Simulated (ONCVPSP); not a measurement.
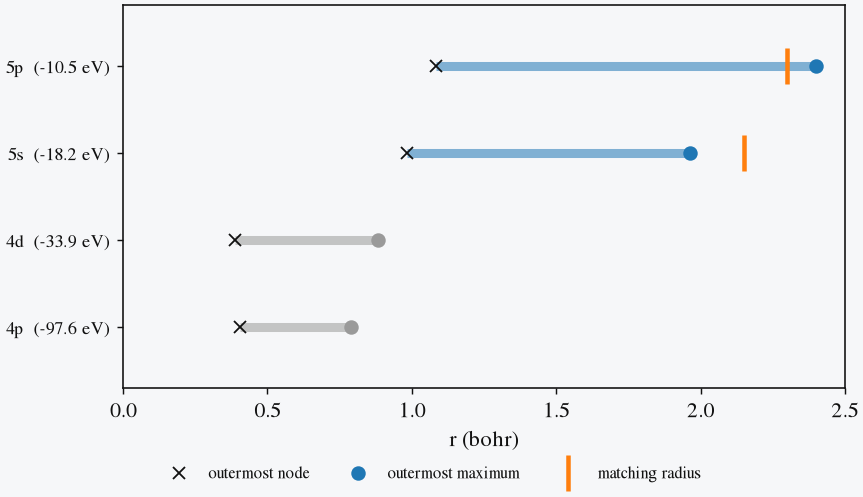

Figure 1. Outer shells of the all-electron reference atom: each bar runs from the outermost node (or the nucleus) to the outermost maximum of u(r); the tick is the radius chosen for the pseudo-wave. Shells without a tick have no pseudo-wave of their own. Levels, nodes and maxima are from ld1.x, scalar-relativistic.

- Radii against the shells: 5s: 2.15 bohr, outside the maximum; 5p: 2.30 bohr, between node and maximum.

Sn: pseudopotential generation

System: tin (Sn, Z = 50), core [Kr] 4d10, reference valence 5s2 5p1 (an ion of charge +1), valence charge 4.
Method: ONCV potential, LDA (Perdew-Wang 92), scalar-relativistic, made with ONCVPSP 4.0.1.

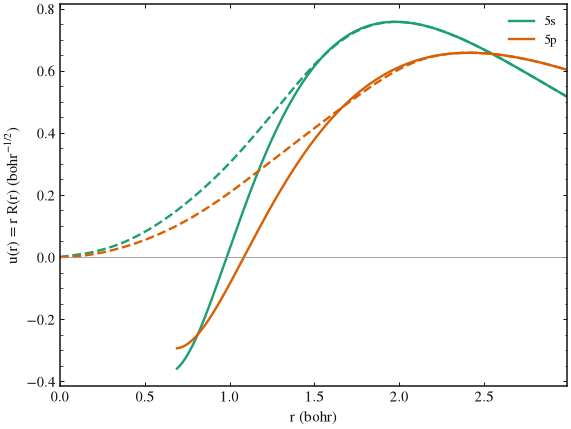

Figure 2. All-electron valence functions (solid) with their pseudo partners (dashed). The innermost oscillations of some all-electron curves aren't drawn. Reference configuration 5s2 5p1.

- Matching radii: 5s at 2.15 bohr; 5p at 2.30 bohr. The curves merge smoothly, so the plot gives these only roughly.
- Nodes of the pseudo-waves: 5s has no node; 5p has no node.
- Cutoffs needed: 11 Ha (loose) and 27 Ha (tight), as the cutoffs at which the residual kinetic energy of the hardest occupied pseudo-wave falls to 1 and 0.1 mHa per electron.

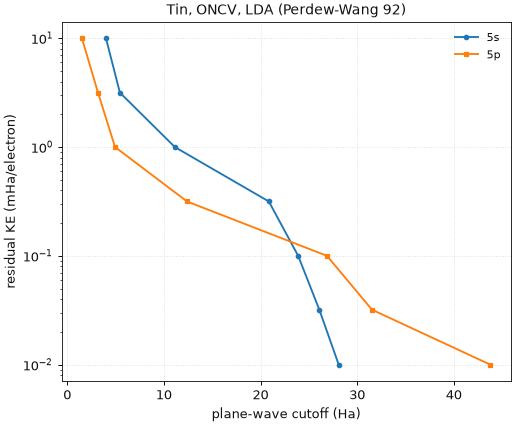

Figure 3. Residual kinetic energy of the pseudo-waves (the first of each channel, and further valence shells) beyond the plane-wave cutoff, as the generator prints it.

- Hardest wave at 1 mHa per electron: 5s, with rc = 2.15 bohr and qcut = 3.1 1/bohr. The optimisation minimises, but can't always remove, the kinetic energy above qcut²/2 = 4.8 Ha, and a larger rc would as a rule soften the wave at some cost in transferability.
- Cutoffs for 1 mHa per electron: 5s: 11 Ha; 5p: 4.9 Ha.
- Cutoffs for the occupied states: 11 Ha for 1 mHa and 27 Ha for 0.1 mHa per electron. The first is set by 5s.

These pictures come from the run below.

**Input**
```
# ATOM AND REFERENCE CONFIGURATION
# atsym  z   nc   nv     iexc    psfile
  Sn 50.00    9    2  -001012      upf
#
#   n    l    f
    1    0    2.00
    2    0    2.00
    2    1    6.00
    3    0    2.00
    3    1    6.00
    3    2   10.00
    4    0    2.00
    4    1    6.00
    4    2   10.00
    5    0    2.00
    5    1    1.00
#
# PSEUDOPOTENTIAL AND OPTIMIZATION
# lmax
    1
#
#   l,   rc,      ep,       ncon, nbas, qcut
    0    2.15    0.00    4    7    3.10
    1    2.30    0.00    3    7    3.00
#
# LOCAL POTENTIAL
# lloc, lpopt,  rc(5),   dvloc0
    4    5    2.00    4.00
#
# VANDERBILT-KLEINMAN-BYLANDER PROJECTORs
# l, nproj, debl
    0    2    2.20
    1    3    2.70
#
# MODEL CORE CHARGE
# icmod, fcfact, rcfact
    3    4.50    1.05
#
# LOG DERIVATIVE ANALYSIS
# epsh1, epsh2, depsh
   -2.00    5.00    0.02
#
# OUTPUT GRID
# rlmax, drl
    6.00    0.01
#
# TEST CONFIGURATIONS
# ncnf
    4
# nvcnf
#   n    l    f
    2
    5    0    2.00
    5    1    2.00
#
    2
    5    0    2.00
    5    1    0.00
#
    2
    5    0    1.00
    5    1    0.00
#
    2
    5    0    1.00
    5    1    2.00
#
```

Command:
```bash
oncvpsp.x < Sn.dat > Sn.out
```

**Log (extracts)**
```
ONCVPSP  (Optimized Norm-Conservinng Vanderbilt PSeudopotential)
scalar-relativistic version 4.0.1

#   n    l    f        energy (Ha)
    1    0    2.00    -1.0652993E+03
    2    0    2.00    -1.6110732E+02
    2    1    6.00    -1.4474501E+02
    3    0    2.00    -3.1309063E+01
    3    1    6.00    -2.5961676E+01
    3    2   10.00    -1.7704338E+01
    4    0    2.00    -5.2079893E+00
    4    1    6.00    -3.5874949E+00
    4    2   10.00    -1.2469945E+00
    5    0    2.00    -6.6727465E-01
    5    1    1.00    -3.8657080E-01

Reference configufation results
  iterations    26
  all-electron total energy (Ha)   -6.17160634D+03

Begin loop to  construct optimized pseudo wave functions
and semi-local pseudopoentials for all angular momenta

   Wellstate for l =  0  n =  7
     eigenvalue =   1.5327
     asymptotic potential =   2.0327
     half-point radius =  4.1199

Calculating optimized projector #   1

 for l=   0

    Fraction of norm inside rc  0.473384
    Optimizing pswf for qcut=   3.11 a_B^-1,  ecut=   4.83 Ha
    Residual kinetic energy error=  4.25D-03 Ha

    Energy error per electron        Cutoff
         Ha          eV             Ha
         0.01000     0.27211        4.01
         0.00100     0.02721       11.14
         0.00010     0.00272       23.90
         0.00001     0.00027       28.09

Calculating optimized projector #   2

 for l=   0

    Fraction of norm inside rc  0.103513
    Optimizing pswf for qcut=   3.11 a_B^-1,  ecut=   4.83 Ha
    Residual kinetic energy error=  2.98D-02 Ha

    Energy error per electron        Cutoff
         Ha          eV             Ha
         0.01000     0.27211        5.65
         0.00100     0.02721       13.19
         0.00010     0.00272       25.59
         0.00001     0.00027       29.93

   Wellstate for l =  1  n =  7
     eigenvalue =   2.3134
     asymptotic potential =   2.8134
     half-point radius =  3.8038

   Wellstate for l =  1  n =  8
     eigenvalue =   5.0134
     asymptotic potential =   5.5134
     half-point radius =  3.5972

Calculating optimized projector #   1

 for l=   1

    Fraction of norm inside rc  0.315286
    Optimizing pswf for qcut=   3.00 a_B^-1,  ecut=   4.50 Ha
    Residual kinetic energy error=  1.24D-03 Ha

    Energy error per electron        Cutoff
         Ha          eV             Ha
         0.01000     0.27211        1.52
         0.00100     0.02721        4.95
         0.00010     0.00272       26.88
         0.00001     0.00027       43.78

Calculating optimized projector #   2

 for l=   1

    Fraction of norm inside rc  0.130555
    Optimizing pswf for qcut=   3.00 a_B^-1,  ecut=   4.50 Ha
    Residual kinetic energy error=  5.20D-02 Ha

    Energy error per electron        Cutoff
         Ha          eV             Ha
         0.01000     0.27211        7.52
         0.00100     0.02721       23.39
         0.00010     0.00272       39.43
         0.00001     0.00027       54.82

Calculating optimized projector #   3

 for l=   1

    Fraction of norm inside rc  0.136796
    Optimizing pswf for qcut=   3.00 a_B^-1,  ecut=   4.50 Ha
    Residual kinetic energy error=  4.18D-01 Ha

    Energy error per electron        Cutoff
         Ha          eV             Ha
         0.01000     0.27211       14.55
         0.00100     0.02721       49.13
         0.00010     0.00272       72.98

Construct Vanderbilt / Kleinmman-Bylander projectors

B matrix Hermiticity error, ll=   0
   1   2   -1.4448E-04

  Orthonormal projector coefficients -4.4437E+00  2.4835E+00

B matrix Hermiticity error, ll=   1
   1   2   -1.4491E-04
   1   3    1.8518E-04
   2   3    1.7675E-04

  Orthonormal projector coefficients  3.8026E+00  2.1115E+00  6.7130E-01

Model core correction analysis
  based on d2Exc/dn_idn_j

d2excae - all-electron derivatives

   -2.631499D-02   -2.409142D-02
   -2.408688D-02   -2.829976D-02

d2excps - pseudofunction derivatives with no core correction

   -4.465458D-02   -3.438766D-02
   -3.438942D-02   -3.463218D-02

rms 2nd derivative error    1.213049E-02

rmatch, rhocmatch    1.9710    0.3874

Teter function model core charge with specified parameters

d2excps - pseudofunction derivatives with core correction

   -3.764645D-02   -3.082340D-02
   -3.082088D-02   -3.274040D-02

rms 2nd derivative error    7.726376E-03

Pseudoatom total energy   -3.189160

Diagnostic tests using Vanderbilt-Kleinman-Bylander pseudopotentials
  1 or more projectors used as specified by nproj input data

   l    rcore       rmatch      e in        delta e   norm test  slope test

   0   2.1560281   2.2214898  -0.6672746  -0.0000037   1.0000148   1.0000162
   0   2.1560281   2.2214898   1.5327254  -0.0001619   1.0021201   1.0021201

   1   2.3026727   2.3725868  -0.3865708   0.0000371   1.0000706   0.9959135
   1   2.3026727   2.3725868   2.3134292   0.0000843   1.0001448   1.0001448
   1   2.3026727   2.3725868   5.0134292   0.0007957   1.0002748   1.0002748

 Testing for bound ghosts
   n   l    E NL Schr. Eq   E Basis Diag.   E Cutoff

   1   0       -0.667278       -0.666626     40.25

   2   1       -0.386534       -0.383494     56.72

 Testing for highly-localized positive-energy ghosts
       l    <radius>/rc     E Basis Diag.   E Cutoff

       0        0.242138        2.138925     40.25  WARNING - GHOST(+)

Test configuration 0

   n   l     f        eae           eps        diff
   1   0  2.0000-1065.29930900
   2   0  2.0000 -161.10731984
   2   1  6.0000 -144.74501208
   3   0  2.0000  -31.30906263
   3   1  6.0000  -25.96167581
   3   2 10.0000  -17.70433789
   4   0  2.0000   -5.20798930
   4   1  6.0000   -3.58749486
   4   2 10.0000   -1.24699447
   5   0  2.0000   -0.66727465   -0.66727832   -3.67D-06
   5   1  1.0000   -0.38657080   -0.38653368    3.71D-05

    Total energies and differences
      AE_ref= -6.17160634D+03  AE_tst= -6.17160634D+03  dif=  0.00D+00
      PS_ref= -3.18916034D+00  PS_tst= -3.18916034D+00  dif=  4.44D-16
      PSP excitation error= -4.44D-16

Test configuration 1

   n   l     f        eae           eps        diff
   1   0  2.0000-1065.00076420
   2   0  2.0000 -160.81036882
   2   1  6.0000 -144.44786101
   3   0  2.0000  -31.01242538
   3   1  6.0000  -25.66502207
   3   2 10.0000  -17.40774624
   4   0  2.0000   -4.91181856
   4   1  6.0000   -3.29137257
   4   2 10.0000   -0.95195564
   5   0  2.0000   -0.39728240   -0.39732144   -3.90D-05
   5   1  2.0000   -0.14213463   -0.14240484   -2.70D-04

    Total energies and differences
      AE_ref= -6.17160634D+03  AE_tst= -6.17186696D+03  dif= -2.61D-01
      PS_ref= -3.18916034D+00  PS_tst= -3.45001294D+00  dif= -2.61D-01
      PSP excitation error=  2.24D-04

Test configuration 2

   n   l     f        eae           eps        diff
   1   0  2.0000-1065.65511441
   2   0  2.0000 -161.45983755
   2   1  6.0000 -145.09792221
   3   0  2.0000  -31.66081919
   3   1  6.0000  -26.31346242
   3   2 10.0000  -18.05601772
   4   0  2.0000   -5.55827565
   4   1  6.0000   -3.93755159
   4   2 10.0000   -1.59461172
   5   0  2.0000   -0.97496021   -0.97417760    7.83D-04

    Total energies and differences
      AE_ref= -6.17160634D+03  AE_tst= -6.17108237D+03  dif=  5.24D-01
      PS_ref= -3.18916034D+00  PS_tst= -2.66559334D+00  dif=  5.24D-01
      PSP excitation error=  4.03D-04

Test configuration 3

   n   l     f        eae           eps        diff
   1   0  2.0000-1066.10896006
   2   0  2.0000 -161.90766057
   2   1  6.0000 -145.54613910
   3   0  2.0000  -32.10825062
   3   1  6.0000  -26.76088490
   3   2 10.0000  -18.50318867
   4   0  2.0000   -6.00258913
   4   1  6.0000   -4.38099479
   4   2 10.0000   -2.03153991
   5   0  1.0000   -1.33969498   -1.33416814    5.53D-03

    Total energies and differences
      AE_ref= -6.17160634D+03  AE_tst= -6.16992671D+03  dif=  1.68D+00
      PS_ref= -3.18916034D+00  PS_tst= -1.51225536D+00  dif=  1.68D+00
      PSP excitation error=  2.72D-03

Test configuration 4

   n   l     f        eae           eps        diff
   1   0  2.0000-1065.35602024
   2   0  2.0000 -161.16297825
   2   1  6.0000 -144.80053657
   3   0  2.0000  -31.36550125
   3   1  6.0000  -26.01807281
   3   2 10.0000  -17.76062457
   4   0  2.0000   -5.26427321
   4   1  6.0000   -3.64350140
   4   2 10.0000   -1.30070840
   5   0  1.0000   -0.70012130   -0.69995806    1.63D-04
   5   1  2.0000   -0.41218968   -0.41240224   -2.13D-04

    Total energies and differences
      AE_ref= -6.17160634D+03  AE_tst= -6.17132203D+03  dif=  2.84D-01
      PS_ref= -3.18916034D+00  PS_tst= -2.90498244D+00  dif=  2.84D-01
      PSP excitation error=  1.32D-04
```

**Summary**

- outcome: generated
- cutoffs needed: 11 Ha and 27 Ha (the cutoffs at which the residual kinetic energy of the hardest occupied pseudo-wave falls to 1 and 0.1 mHa per electron)
- ghost test: no bound ghost flagged; GHOST(+) flagged for s at 58.2 eV
- largest excitation error: +74 meV (all-electron minus pseudo) for 5s1 5p0, out of 4 test configurations
- rms error of d²Exc/dni dnj: 12.13 mHa without and 7.73 mHa with the model core
- range over which the phases arctan(r R′/R) at the test radius agree within 0.05 rad (a looser test near the poles than one of phase shifts): s: up to about 2.0 Ha; p: over the whole range computed; d: not judged, local potential alone; f: not judged, local potential alone
- hardware: 1 CPU thread, shared host
- wall time: 3.4 s
